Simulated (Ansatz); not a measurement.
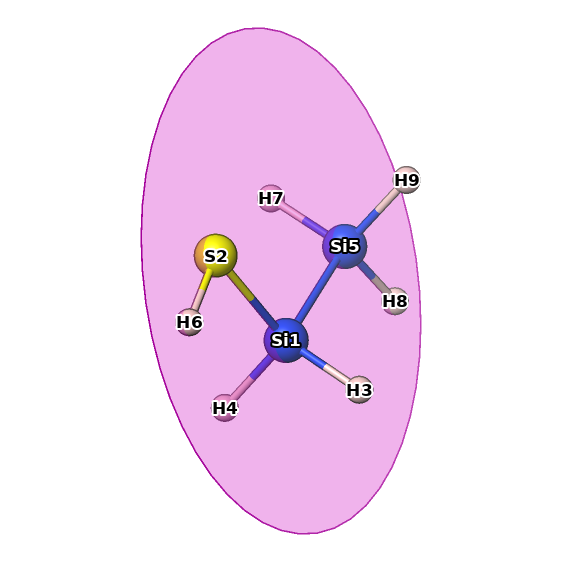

A disc through the centre of mass is drawn in. Distant atoms are faded towards the background colour. Computed geometry: PBE0-D4/def2-TZVP optimisation.

Q: Is the plane of the disc a mirror plane of the structure?

A: Yes. The reflection leaves Si1, S2, Si5, H6, H8 in place and moves H3 ↔ H4; H7 ↔ H9. The point group is Cs.
